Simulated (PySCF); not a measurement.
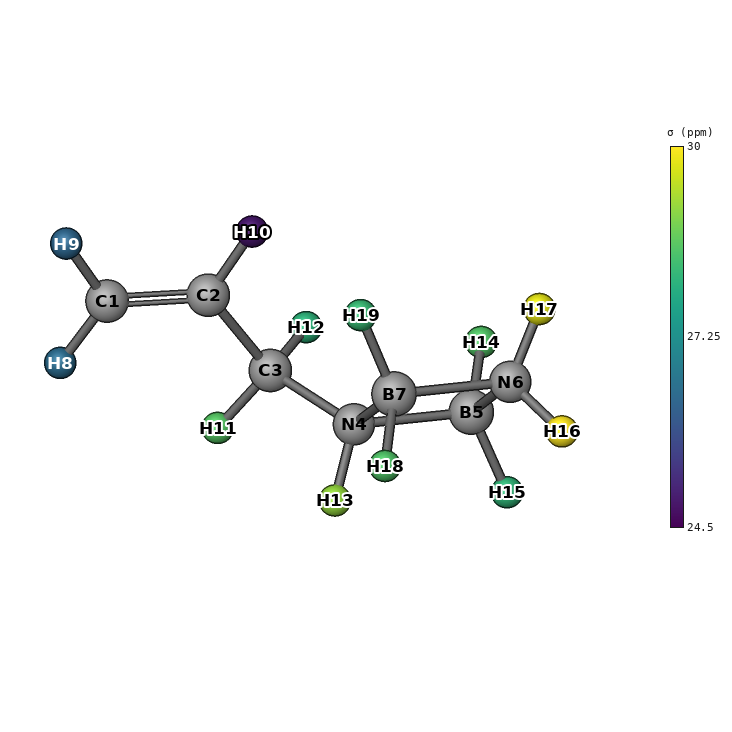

Atoms are coloured by their isotropic NMR shieldings (H only, the others grey). Geometry: an image of a reaction path computed with GFN2-xTB, not a minimum. Method: GIAO PBE0/pcSseg-1 NMR shielding, non-relativistic, gas phase (PySCF 2.14.0).

Which H atom is the most shielded (lowest chemical shift)?

H16 (29.99 ppm).

Which H atom is the least shielded (highest chemical shift)?

H10 (24.88 ppm).

How wide is the range of H shifts?

5.11 ppm.

List the isotropic NMR shieldings of the H atoms.

```tsv
atom	σ (ppm)
H8	26.44
H9	26.33
H10	24.88
H11	28.58
H12	28.07
H13	29.12
H14	28.53
H15	28.14
H16	29.99
H17	29.78
H18	28.52
H19	28.25
```
